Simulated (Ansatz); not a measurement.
# How Rh(100) screens a field, part 2 of 2

Wanted: the response of a Rh(100) slab to a perpendicular field.

Ansatz 0.2.0; plane-wave DFT, PBE, Ansatz PAW.

So far. Step 8 (Atoms held, field -0.2 V/Å): The dipole is -0.0874 e·Å.

## (9) Atoms held, field 0.4 V/Å

File input.yaml:

```yaml
crystal:
  lattice:
    - [2.6870057685, 0.0, 0.0]
    - [0.0, 2.6870057685, 0.0]
    - [0.0, 0.0, 25.6]
  atoms:
    - { symbol: Rh, position: [0.0, 0.0, 0.3515625] }
    - { symbol: Rh, position: [0.5, 0.5, 0.42578125] }
    - { symbol: Rh, position: [0.0, 0.0, 0.5] }
    - { symbol: Rh, position: [0.5, 0.5, 0.57421875] }
    - { symbol: Rh, position: [0.0, 0.0, 0.6484375] }
kpoints:
  mp_grid: { grid: [18, 18, 1] }
hamiltonian:
  xc: pbe
scf:
  occupations: { method: fermi_dirac, width: 0.1 }
  convergence: { dr2_threshold: 1.0e-10 }
efield:
  axis: 3
  dipole_correction: true
  ramp_position: 0.97
  ramp_width: 0.06
  amplitude: 0.4
output:
  forces: true
  write_potential: true
  write_density: true
  volumetric_format: npy
  elf: true
```

Run with:

```
$ ansatz run input.yaml --threads 2 --pin off --max-ram 3072MiB --backend cpu --events-out ev --progress --plain --runs-dir out
```

Numbers of over 12 decimals in the logs are rounded to 6 here.

The program printed:

```text
[...]
Crystal: 5 atoms, lattice volume = 184.832 Å³
Basis set: ecut = 420 eV, 3657 PW (Γ), exchange–correlation on 36×36×360 points (8 copies of the dense FFT grid, shifted against one another)
Bands: 51, of which v1, the nominal top of the filled ones, is band 43 counted from 1 (42 counted from 0)
Symmetry: 8 space group operations
k-points: 55 of 324
[...]
k-point 0: bands = [... 39 lower, 4.2887, 4.6483, 4.6940, 5.1982, 5.2797, 5.2797, 5.6540, 5.7627, ... 4 higher]
  k-point 1: bands = [... 39 lower, 4.2681, 4.7518, 4.9585, 4.9754, 5.0177, 5.4487, 5.5722, 5.6389, ... 4 higher]
  k-point 2: bands = [... 39 lower, 4.2010, 4.6396, 4.7014, 4.8211, 4.8563, 5.4243, 5.4775, 5.6556, ... 4 higher]
  k-point 54: bands = [... 39 lower, 5.5446, 6.1173, 6.1420, 6.1465, 6.6739, 6.6739, 9.4480, 9.4480, ... 4 higher]
[key lines of the parts left out:]
SCF converged after 13 iterations
Free energy (F): -32012.399459 eV
Fermi energy:    5.140344 eV
Dipole field:    D = 0.171135 V/Å  (p = 0.174805 e·Å, saw-weighted, corrected)
```

Wall time 62 s (2 threads of Arm Neoverse V1, shared host); peak memory 0.58 GiB.

Running mean over 1.9 Å of the planar mean, with the applied field; the ramp of the sawtooth is left out. The electron's electrostatic potential energy less the Fermi level by z:

```csv
z (Å),electron's electrostatic potential energy less the Fermi level (eV)
3,3.36
4,3.76
5,4.15
6,4.49
7,4.18
8,-3.63
9,-12.4
10,-13.0
11,-13.2
12,-13.3
13,-13.3
14,-13.2
15,-13.1
16,-12.9
17,-10.7
18,1.39
19,5.17
20,5.77
21,6.18
22,6.58
```

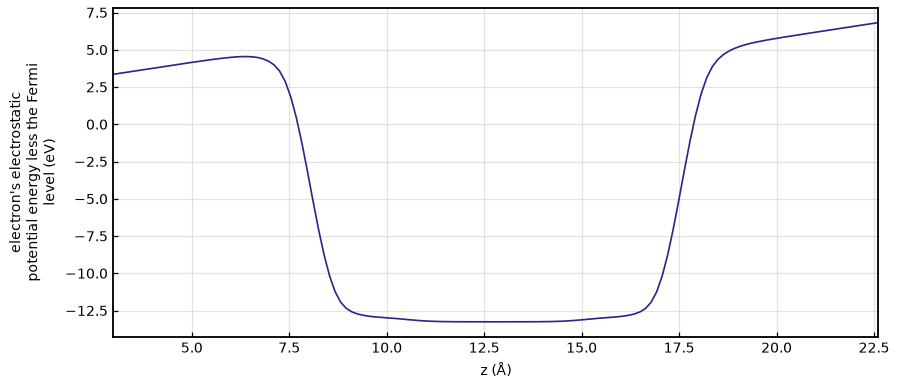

Electron's electrostatic potential energy less the Fermi level against z.

The dipole is 0.175 e·Å.

## (10) The response

This step: plane-wave DFT, PBE, Ansatz PAW; screening of a field by a metal slab (Ansatz 0.2.0).

The dipoles give the slope, and the difference of two potentials shows where the field is screened.

This step gave:

```
equivalent conductor thickness p/(ε₀AE)      : 10.94 Å
distance between the outer atoms             : 7.600 Å
image plane, upper face                      : 1.680 Å
induced electrons on the upper face over ε₀E : -0.9976
image plane, lower face                      : 1.681 Å
induced electrons on the lower face over ε₀E : 0.9975
```

Dipole of the cell against applied field:

```csv
applied field (V/Å),dipole of the cell (e·Å)
-0.200,-0.0874
-0.100,-0.0437
-0.050,-0.0218
0.000,0
0.050,0.0218
0.100,0.0437
0.200,0.0874
0.400,0.175
```

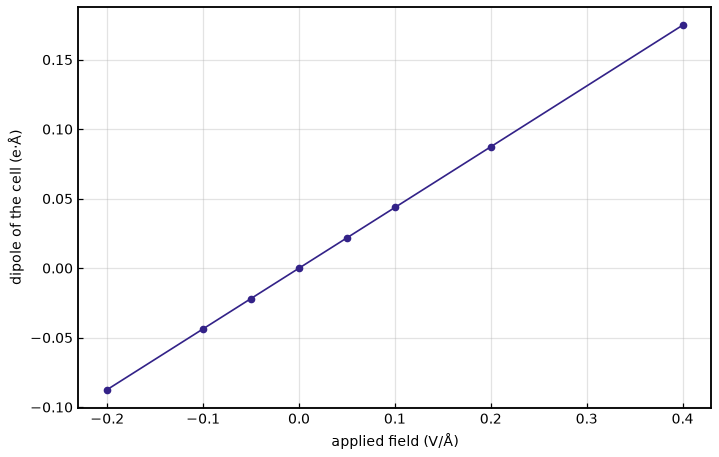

Dipole of the cell, plotted against applied field.

Local field over the applied field, running mean. From the potentials at -0.05 and 0.05 V/Å; running mean over 1.9 Å. The local field over applied field by z:

```
z (Å)  local field over applied field
    6                           0.937
    8                           0.227
   10                          1.7e-4
   12                        -0.00193
   14                        -0.00144
   16                        -0.00753
   18                           0.406
   20                           0.969
```

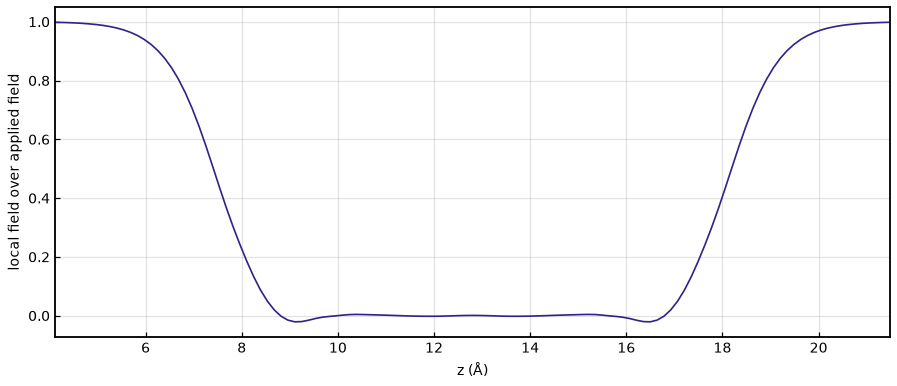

Local field over applied field against z.

The induced electron density oscillates, so the rows of the table below give means over windows of 2 Å about each position, cut where the curve ends. Its maxima inside the range that stand out by 2 % of the span (Å: e/Å³ per V/Å): 7.8: 0.00426, 9.0: 6.0e-4, 11.1: 1.9e-4, 13.8: 9.9e-5, 16.4: 7.3e-4, 16.9: 0.00124. Its minima: 8.7: -0.00124, 9.2: -7.3e-4, 11.8: -9.9e-5, 14.5: -1.9e-4, 16.6: -6.0e-4, 17.8: -0.00426.

Electrons, planar mean, per unit field. The induced electron density by z; means over each step:

| z (Å) | induced electron density (e/Å³ per V/Å) |
| --- | --- |
| 6 | 6.4e-4 |
| 8 | 0.00218 |
| 10 | -7.6e-5 |
| 12 | -2.8e-6 |
| 14 | -2.0e-5 |
| 16 | 1.9e-4 |
| 18 | -0.00259 |
| 20 | -3.3e-4 |

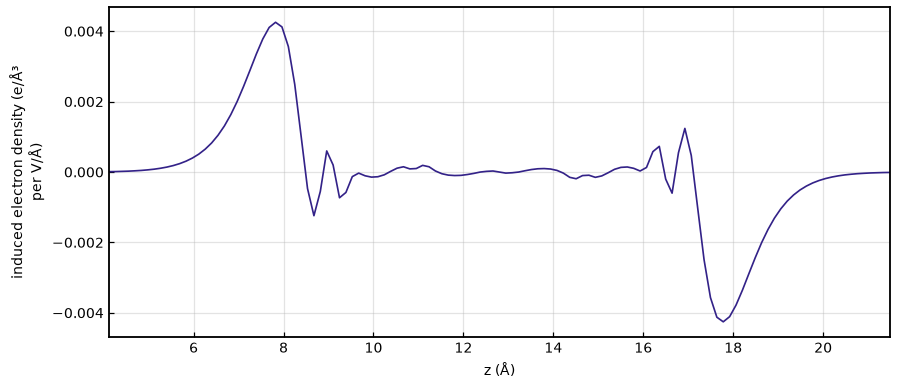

Induced electron density against z.

By hand: between -0.05 and 0.05 V/Å the dipole changes by 0.04367 e·Å, a slope of 0.4367 e·Å²/V. A perfect conductor of thickness t has p = ε₀AEt, so t = 180.95 × 0.4367 / 7.220 = 10.94 Å (e/ε₀ = 180.95 V·Å, A in Å²). Less the 7.60 Å between the outer atoms, and halved, that puts each image plane 1.67 Å out.

The induced dipole is that of a conductor 10.94 Å thick.

## (11) Varying the input

This step: plane-wave DFT, PBE, Ansatz PAW (Ansatz 0.2.0).

An input spoilt on purpose, to show how the run answers: it repeats the earlier run at 0.05 V/Å with efield.axis from 3 to 1, and scf.max_iter set to 50.

Changes to input.yaml since step 9:

```diff
@@ -18,4 +18,5 @@
   convergence: { dr2_threshold: 1.0e-10 }
+  max_iter: 50
 efield:
-  axis: 3
+  axis: 1
   dipole_correction: true
@@ -23,3 +24,3 @@
   ramp_width: 0.06
-  amplitude: 0.4
+  amplitude: 0.05
 output:
@@ -29,2 +30 @@
   volumetric_format: npy
-  elf: true
```

The program printed:

```text
Engine: ansatz 0.2.0, aarch64-unknown-linux-gnu
Pseudopotentials: kind: paw
Pseudopotential: Rh, paw, valence charge 17, recommended cutoff 420 eV (normal), Rh.paw.azcp
Functional definition: PBE
  parameter kappa = 0.804
  parameter beta = 0.066725
  exchange = pbe_x(kappa = kappa, mu = beta*pi^2/3)
  correlation = pbe_c(beta = beta)
Crystal: 5 atoms, lattice volume = 184.832 Å³
Basis set: ecut = 420 eV, 3657 PW (Γ), exchange–correlation on 36×36×360 points (8 copies of the dense FFT grid, shifted against one another)
Bands: 51, of which v1, the nominal top of the filled ones, is band 43 counted from 1 (42 counted from 0)
Symmetry: 4 space group operations
k-points: 100 of 324 (time reversal used)
Non-local potential: Rh, projectors of the file, l = 0: 3, l = 1: 2, l = 2: 2, l = 3: 1
PAW form: soft (Blöchl's): semilocal exchange-correlation on the pseudo side does not see the compensation charge
PAW one-centre angular grid: Rh, 590 points (default); XC on 64 Gauss nodes
Initial density: superposition of atomic densities (neutral atoms: chi_scale 0, normalization atom, screened)
Initial wavefunctions: pseudopotential atomic-orbital guess
Functional: x = pbe(κ = 0.804, μ = 0.219515), c = pbe(β = 0.066725)
Error: efield: ion 0 (Rh) at fractional coordinate 0.0000 along the field axis lies inside the sawtooth ramp with 2 of the planes that the density is read on at each end, [0.8589, 0.1411] — the ramp must sit in vacuum (an ion there feels the fictitious reversed slope); set or move the ramp (efield.ramp_position / ramp_width) or move the geometry
```

Elapsed: 0.47 s, on 2 threads; peak memory 0.48 GiB.

The input was rejected at the start.

The program's message: “Error: efield: ion 0 (Rh) at fractional coordinate 0.0000 along the field axis lies inside the sawtooth ramp with 2 of the planes that the density is read on at each end, [0.8589, 0.1411] — the ramp m …”

The fault put into the input: the field along an axis without vacuum.

## (12) A changed input

Another changed input: it repeats the earlier run at 0.05 V/Å with efield.amplitude from 0.05 to -0.1 and efield.dipole_correction from true to false.

Changes to input.yaml since step 11:

```diff
@@ -18,9 +18,8 @@
   convergence: { dr2_threshold: 1.0e-10 }
-  max_iter: 50
 efield:
-  axis: 1
-  dipole_correction: true
+  axis: 3
+  dipole_correction: false
   ramp_position: 0.97
   ramp_width: 0.06
-  amplitude: 0.05
+  amplitude: -0.1
 output:
```

The program printed:

```text
[...]
Crystal: 5 atoms, lattice volume = 184.832 Å³
Basis set: ecut = 420 eV, 3657 PW (Γ), exchange–correlation on 36×36×360 points (8 copies of the dense FFT grid, shifted against one another)
Bands: 51, of which v1, the nominal top of the filled ones, is band 43 counted from 1 (42 counted from 0)
Symmetry: 8 space group operations
k-points: 55 of 324
[...]
SCF iter   1: F=—  HF=-32012.739188 eV  |F-HF|=—  |Δ(HF+E_count)|=         —  Δρ=3.90e-2  dr2=5.70e1  ethr=1.77e-3  p=-0.000 e·Å  V_vac-E_F(+/−)=3.53/5.88 eV  ⟨swp⟩=9.3  Hψ=13450  notcnv=0  defer=12
[...]
SCF iter  12: F=-32012.368326 eV  HF=-32012.368326 eV  |F-HF|=2.20e-9  |Δ(HF+E_count)|=   3.25e-9  Δρ=1.13e-7  dr2=2.37e-11  ethr=1.00e-12  p=-0.076 e·Å  V_vac-E_F(+/−)=3.93/6.12 eV  ⟨swp⟩=12.7  Hψ=17171  notcnv=0
SCF 1 converged in 12 iterations: F = -32012.368326 eV  dr2 = 2.37e-11
[...]
SCF converged after 12 iterations
Free energy (F): -32012.368326 eV
[...]
Internal energy: -32012.096332 eV  (E = F + TS)
E sigma→0 (E₀):  -32012.232329 eV
Entropy (-TS):   -0.271994 eV (-54.399 meV/atom)
Fermi energy:    5.147968 eV
Dipole field:    D = -0.074697 V/Å  (p = -0.076299 e·Å, saw-weighted)
Work function:   not extracted (applied field tilts the vacuum); planar V_es + V_field profile in the machine report
[...]
--- Forces (eV/Å), atoms counted from 1 ---
  atom   1  Rh     0.00000000     0.00000000     0.30884730
  atom   2  Rh    -0.00000000     0.00000000    -0.62646256
  atom   3  Rh    -0.00000000     0.00000000    -0.00440153
  atom   4  Rh     0.00000000     0.00000000     0.63235459
  atom   5  Rh     0.00000000     0.00000000    -0.31033854
  max |Σ_I F_I| component: 7.40e-7 eV/Å
--- Band table (eV; the first three rows and the last of 55) ---
  k-point 0: bands = [... 39 lower, 4.2964, 4.6571, 4.7017, 5.2059, 5.2873, 5.2873, 5.6617, 5.7704, ... 4 higher]
  k-point 1: bands = [... 39 lower, 4.2758, 4.7595, 4.9751, 4.9830, 5.0176, 5.4564, 5.5799, 5.6474, ... 4 higher]
  k-point 2: bands = [... 39 lower, 4.2087, 4.6484, 4.7090, 4.8288, 4.8638, 5.4320, 5.4852, 5.6642, ... 4 higher]
  k-point 54: bands = [... 39 lower, 5.5522, 6.1248, 6.1507, 6.1532, 6.6817, 6.6817, 9.4555, 9.4555, ... 4 higher]
```

Run time: 44 s. Hardware: 2 threads; peak memory 0.6 GiB.

```
                     quantity  this run  earlier run  difference
dipole along the normal (e·Å)  -0.07630      0.02184      -0.098
```

The applied field differs, and the slope found earlier predicts a dipole of -0.0437 e·Å; this run gives -0.0763 e·Å, 0.033 e·Å less.

With the dipole correction off, the periodic images add a field of their own to the typed one.

These numbers are not those of the isolated slab.

## (13) Summary of results

| Property | Result |
| --- | --- |
| work function | 5.07 eV |
| image plane, upper face | 1.68 Å |
| induced electrons on the upper face over ε₀E | -0.998 |
| equivalent conductor thickness p/(ε₀AE) | 10.9 Å |

What this shows: The induced charge has its centre 1.68 Å outside the outermost atoms; this is the plane from which a capacitor's gap or an image potential counts. The equivalent conductor thickness exceeds the distance between the outer atoms by 3.34 Å, about the sum of the two image-plane distances. The atoms are held at bulk positions with the tabulated experimental lattice constant.

[Logs are printed without paths, hosts, clocks, repeated set-up lines and the standing remarks that a program may print on its own settings, such as how far it seeks lower states.]

[Hosts, paths, dates, database ids (printed as entryN), source tags and the programs' standing remarks are cut or masked in the printed files.]

[Maps of the electrostatic potential energy from Ansatz leave out the sawtooth potential of an applied field or a dipole correction, so their vacuum need not be flat; planar profiles and work functions include it.]
